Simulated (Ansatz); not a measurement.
```yaml
crystal:
  periodic: [false, false, false]
  atoms:
    - {symbol: C, position_ang: [-0.809486, 0.997031, -0.526944]}
    - {symbol: B, position_ang: [-0.100150, -0.388255, -0.387129]}
    - {symbol: C, position_ang: [0.770320, -0.730702, 0.620660]}
    - {symbol: F, position_ang: [-0.358484, -1.312326, -1.318910]}
    - {symbol: H, position_ang: [-0.212489, 1.819631, -0.126924]}
    - {symbol: H, position_ang: [-1.728115, 0.967020, 0.074406]}
    - {symbol: H, position_ang: [-1.106638, 1.223727, -1.552621]}
    - {symbol: H, position_ang: [1.781383, -0.440443, 0.304472]}
    - {symbol: H, position_ang: [0.575742, -1.776823, 0.865386]}
    - {symbol: H, position_ang: [0.575690, -0.194598, 1.551916]}
basis:
  gaussian: {orbitals: def2-TZVPP}
correlation: {method: ccsd_t}
```

Geometry: moved along internal coordinates away from the minimum.

What structure does this define?

Formula C2H6BF. As SMILES it reads `CB(C)F`. It has no ring. Coordination: 2 C tetrahedral; 1 B trigonal planar.

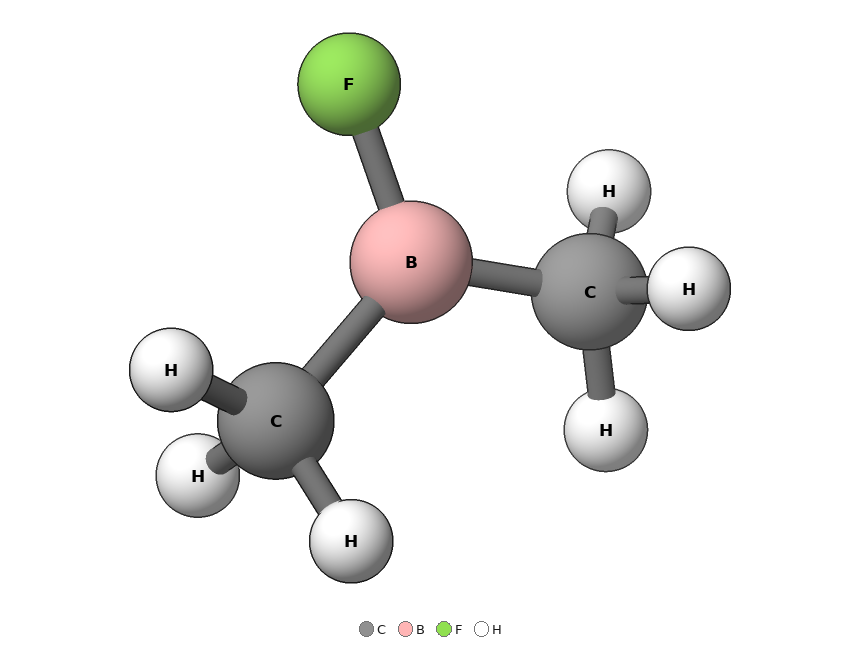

Source: calculation with Ansatz.
